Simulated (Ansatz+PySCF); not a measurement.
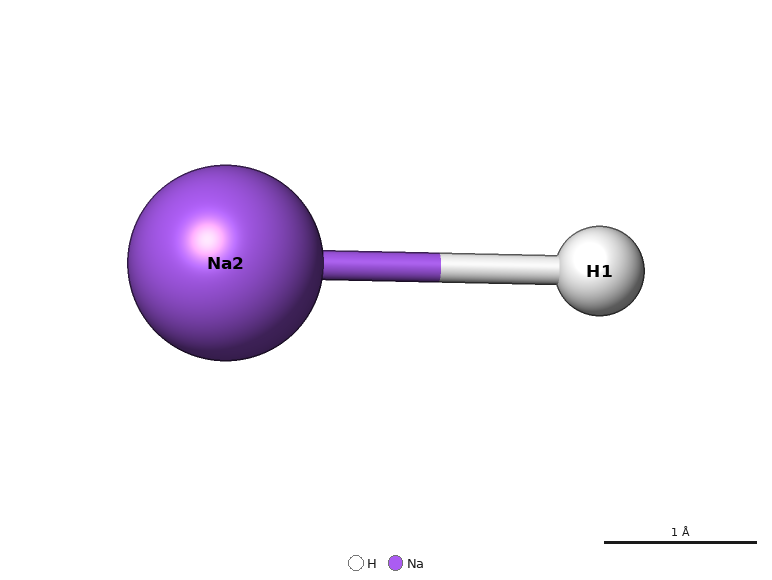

Charge −1, doublet. Geometry: a fixed input geometry, not necessarily a minimum. Basis: STO-3G. Computed at fixed atoms with Ansatz. R, U and RO name restricted, unrestricted and restricted open-shell orbitals; core potentials come with def2 and Stuttgart sets past Kr, some runs use density fitting (about 1 meV), and each entry rests on the lowest determinant that the runs found.

```xyz
2
charge -1, multiplicity 2
H     0.0000    0.0000    0.0000
Na    0.7530    1.0040    2.1737
```

Give total energies (hartree), correlation energies and ⟨S²⟩ of the determinant for RO-FCI (1 frozen); U-CCSD(T) (1 frozen).

```csv
method,energy (Eh),correlation (mEh),⟨S²⟩
RO-FCI (1 frozen),-159.8976,–,–
U-CCSD(T) (1 frozen),-159.8977,-45.4,0.75
```
